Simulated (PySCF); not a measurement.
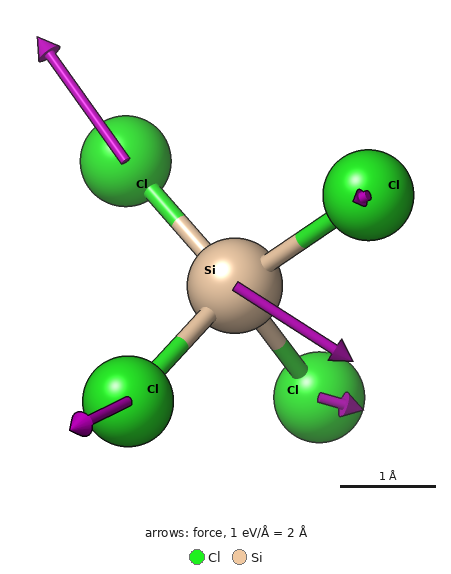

Starting geometry of SiCl4 with the computed forces as purple arrows. A ball-and-stick model, seen from a free direction.

The start comes from GFN2-xTB. Its atoms were then displaced at random by about 0.03 Å.

Computed with PySCF, PBE0-D3(BJ)/def2-SVP geometry optimisation, gas phase. 

What follows when this structure is relaxed?

It isn't relaxed: the largest force vector, on a Cl atom, is 0.85 eV/Å. The final displacements follow the starting forces only in part (cosine between the two patterns 0.64). The energy falls by 0.86 kcal/mol in 7 geometry steps. A Cl atom moves most after the best rigid fit: 0.054 Å. By element the largest moves are Cl 0.054 Å, Si 0.034 Å. Among the contacts that change: Cl–Si 1.998 → 2.033 Å. Among the angles between lasting bonds that change: Cl–Si–Cl 106.6° → 109.5°, Cl–Si–Cl 107.1° → 109.4°. Cost: 23 s on 1 thread of Arm Neoverse V1 (shared host).
